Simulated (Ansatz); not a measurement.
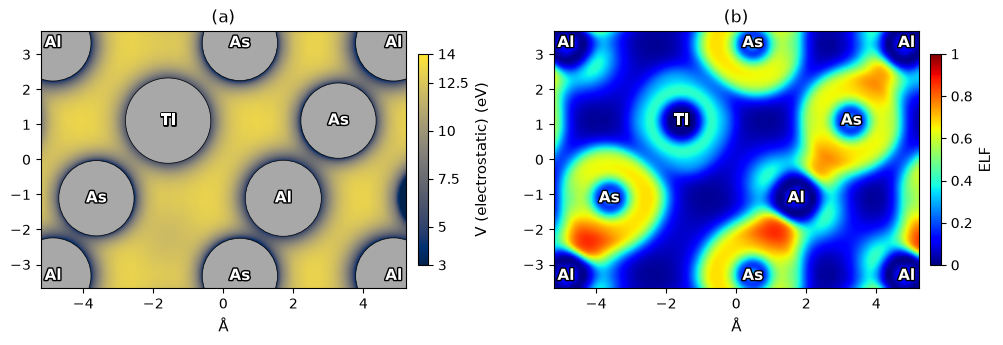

The picture shows: Al₂TlAs₃. (a) electrostatic potential energy of an electron; (b) electron localisation function on the (110) plane of the conventional cell. Grey discs cover the atomic cores in the potential map.

Space group P-3m1; a structure from a database of computed crystals, not necessarily the ambient phase; started from the K2NaCl3-164 prototype, which need not be the ambient phase.

Level of theory: Ansatz, DFT, r2SCAN+rVV10, plane waves, PAW.

```
Al Tl As
1.0
     3.83954    0.00000    0.00000
    -1.91977    3.32514    0.00000
     0.00000    0.00000    9.72744
Al Tl As
2 1 3
Cartesian
  0.0000 2.2168 6.4392
  1.9198 1.1084 3.2883
  0.0000 0.0000 0.0000
  0.0000 2.2168 2.0475
  1.9198 1.1084 7.6799
  0.0000 0.0000 4.8637
```

Q: What do the fields say about this system?

A: The section cuts through Al, Tl and As sites. Al–As (2.54 Å): the ELF peaks at about 0.85 between the atoms. Tl–As (3.02 Å): the ELF is about 0.30 at the midpoint. Al–As (2.72 Å): the ELF peaks at about 0.75 between the atoms. Outside the cores the potential energy rises away from the atoms and is highest about 2.3 Å from the nearest atoms; its zero is arbitrary.
